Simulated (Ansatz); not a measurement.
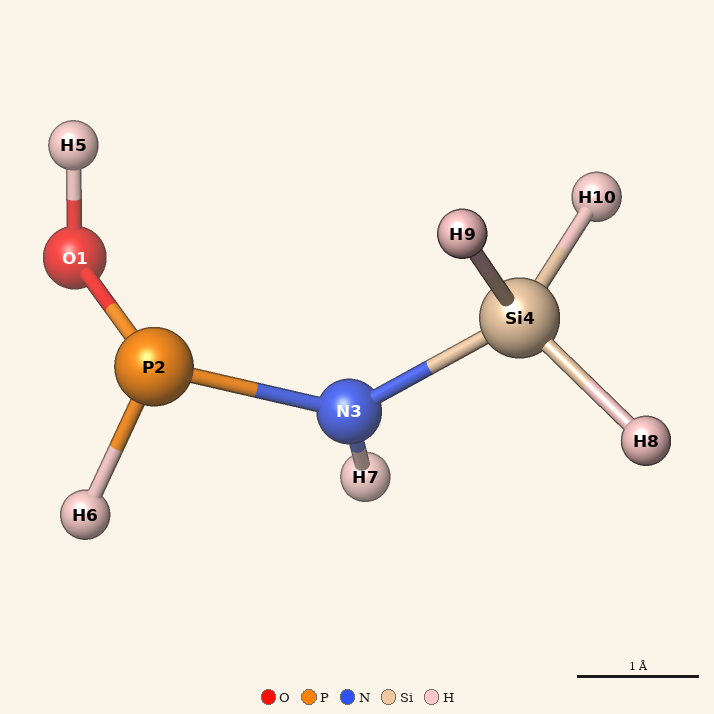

Orthographic view. Distant atoms are faded towards the background colour. Computed geometry: PBE-D4/def2-SVP optimisation. No frequency run is at hand to confirm it as a minimum.

Write a Z-matrix (Å, degrees) in the order of the atom numbers, with these reference atoms: 2 to 1; 3 to 2, 1; 4 to 3, 2, 1; 5 to 1, 2, 3; 6 to 2, 1, 5; 7 to 3, 2, 6; 8 to 4, 3, 7; 9 to 4, 8, 3; 10 to 4, 9, 8.

```
O  
P    1   1.695
N    2   1.728   1   106.3
Si   3   1.760   2   123.7   1   105.8
H    1   0.975   2   107.4   3  -103.3
H    2   1.442   1    92.9   5   159.9
H    3   1.027   2   117.4   6    34.6
H    4   1.506   3   110.7   7   -59.7
H    4   1.501   8   110.4   3   117.1
H    4   1.509   9   109.2   8  -117.7
```
